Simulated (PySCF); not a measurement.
**NMR shielding calculation, with input and output: C3H4F4S2Si**

The run: NMR shielding calculation of C3H4F4S2Si. Method and program: GIAO PBE0/pcSseg-1 NMR shielding, non-relativistic, gas phase (PySCF 2.14.0).

The geometry comes from this level: GFN2-xTB. Figures and captions count atoms from 1; the log counts them from 0 in places.

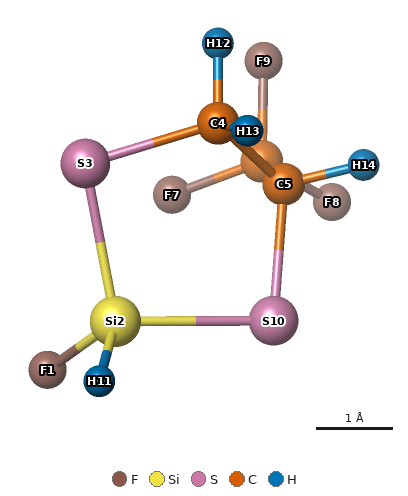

Figure 1. The structure (ball-and-stick view, seen at a tilt; atoms are numbered from 1 in the order of the input). Bond lengths as drawn: C–C 1.52 to 1.53 Å, C–F 1.33 to 1.34 Å, C–H 1.09 Å, C–S 1.83 Å, F–Si 1.60 Å, H–Si 1.44 Å and S–Si 2.13 to 2.15 Å.

Summary:

- outcome: converged
- total energy: −1601.111369 hartree
- HOMO: −7.64 eV
- LUMO: −0.85 eV
- dipole moment: 3.35 D
- isotropic shielding, F: 250.6 to 321.9 ppm
- isotropic shielding, Si: 312.6 ppm
- isotropic shielding, S: 543.0 to 599.8 ppm
- isotropic shielding, C: 53.0 to 144.9 ppm
- isotropic shielding, H: 25.6 to 28.5 ppm
- hardware: 1 CPU thread, shared host
- wall time: 1.8 min
- peak memory: 0.94 GiB

Input:
```
{"job": {"kind": "nmr", "xc": "PBE0", "basis": "pcSseg-1"}, "charge": 0, "multiplicity": 1}
F      2.533871     1.747089    -0.600474
Si     2.153518     0.222738    -0.306931
S      0.791484    -0.497609    -1.776213
C     -0.412201    -1.205771    -0.592034
C     -0.598426    -0.362050     0.658805
C     -1.356853     0.938112     0.396062
F     -0.673072     1.832896    -0.318256
F     -1.708449     1.537658     1.538232
F     -2.498185     0.700278    -0.274439
S      0.990286     0.009281     1.485486
H      3.387538    -0.507402    -0.175079
H     -1.353710    -1.300136    -1.133942
H     -0.059577    -2.198071    -0.311648
H     -1.196903    -0.917487     1.388266
```

The first line tells a small driver script what to run in PySCF; the rest is the geometry in Å.

Run as:
```bash
OMP_NUM_THREADS=1 python <driver script> task.json out
```

The program's output:
```
coarse grid: 14960 points
cycle   1  E = -1600.8442802405  dE =  1.586e+00  |g| = 1.018e+00  |ddm| = 3.646e+00
cycle   2  E = -1600.6308812847  dE =  2.134e-01  |g| = 1.588e+00  |ddm| = 1.673e+00
cycle   3  E = -1601.0219121405  dE = -3.910e-01  |g| = 8.848e-02  |ddm| = 1.028e+00
cycle   4  E = -1601.0230637004  dE = -1.152e-03  |g| = 5.294e-02  |ddm| = 1.267e-01
cycle   5  E = -1601.0236488172  dE = -5.851e-04  |g| = 9.733e-03  |ddm| = 5.552e-02
cycle   6  E = -1601.0236686821  dE = -1.986e-05  |g| = 3.077e-03  |ddm| = 1.492e-02
cycle   7  E = -1601.0236705179  dE = -1.836e-06  |g| = 7.280e-04  |ddm| = 3.642e-03
final grid: 136952 points
cycle   8  E = -1601.1113548524  dE = -4.941e-05  |g| = 8.170e-03  |ddm| = 2.774e-02
cycle   9  E = -1601.1113394090  dE =  1.544e-05  |g| = 1.175e-02  |ddm| = 1.728e-02
cycle  10  E = -1601.1113691977  dE = -2.979e-05  |g| = 9.372e-04  |ddm| = 1.092e-02
cycle  11  E = -1601.1113693879  dE = -1.902e-07  |g| = 2.507e-04  |ddm| = 1.381e-03
cycle  12  E = -1601.1113694021  dE = -1.421e-08  |g| = 7.638e-05  |ddm| = 3.152e-04
cycle  13  E = -1601.1113694032  dE = -1.090e-09  |g| = 2.382e-05  |ddm| = 8.250e-05
cycle  14  E = -1601.1113694033  dE = -9.686e-11  |g| = 4.732e-06  |ddm| = 2.520e-05
```

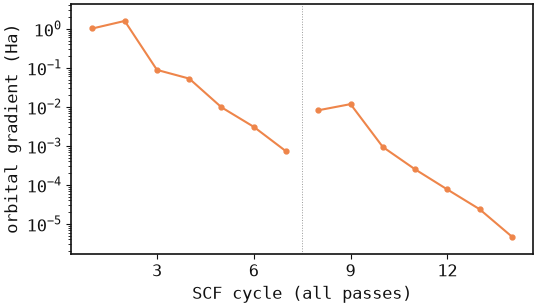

Figure 2. Convergence of the self-consistent field: orbital gradient against the SCF cycle. The dotted line marks the change from a coarse to the final integration grid. The first 7 cycles use a coarse grid, the final grid takes over at cycle 8, and the field converges after 14 cycles in all.

```
converged SCF energy = -1601.1113694033

GIAO shielding tensors (ppm)
atom      isotropic    diamagn.    paramagn.     s11        s22        s33       span
  0 F      321.858     466.062    -144.204    301.708    315.607    348.259     46.551
  1 Si     312.636     876.479    -563.844    276.896    314.653    346.358     69.462
  2 S      599.805    1057.324    -457.519    490.623    591.270    717.523    226.900
  3 C      144.902     250.287    -105.385    106.261    157.796    170.649     64.387
  4 C      131.030     253.818    -122.788    107.736    136.879    148.475     40.739
  5 C       53.026     242.828    -189.802     49.563     52.683     56.831      7.268
  6 F      255.398     475.549    -220.151    187.968    258.642    319.584    131.616
  7 F      250.597     471.902    -221.305    171.373    239.294    341.123    169.750
  8 F      262.737     473.577    -210.840    174.365    268.888    344.958    170.593
  9 S      542.955    1058.000    -515.045    427.646    540.483    660.734    233.088
 10 H       25.600      26.867      -1.268     21.371     22.615     32.813     11.442
 11 H       28.139      30.231      -2.092     22.125     26.488     35.805     13.681
 12 H       28.537      30.542      -2.005     22.014     26.891     36.704     14.690
 13 H       27.961      31.039      -3.078     24.339     25.321     34.222      9.883
```

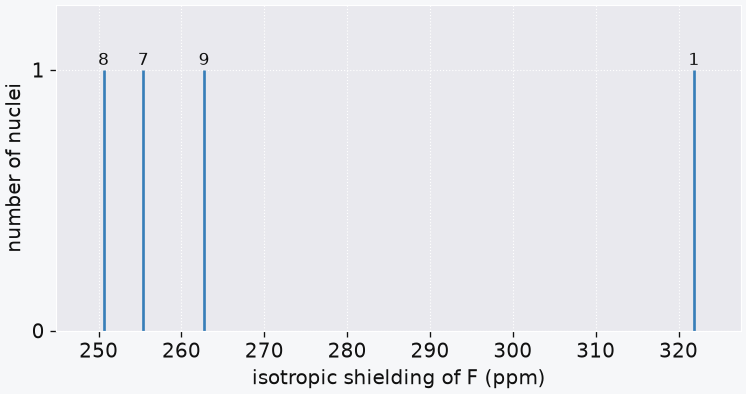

Figure 3. Isotropic shieldings of the fluorine nuclei in this fixed geometry, labelled by atom number; shielding grows to the right, so chemical shift grows to the left. The least shielded is F8 (250.6 ppm), the most shielded F1 (321.9 ppm).

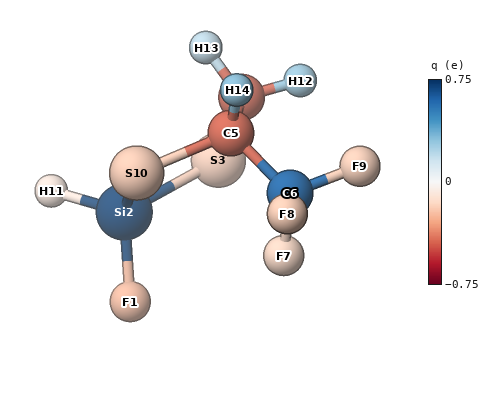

Figure 4. ESP-fitted charges, as the colour of each atom (ball-and-stick view, seen at a tilt; atoms are numbered from 1 in the order of the input). By element: F −0.26 to −0.16, Si +0.72, S −0.20 to −0.18, C −0.44 to +0.58 and H −0.09 to +0.31 e.
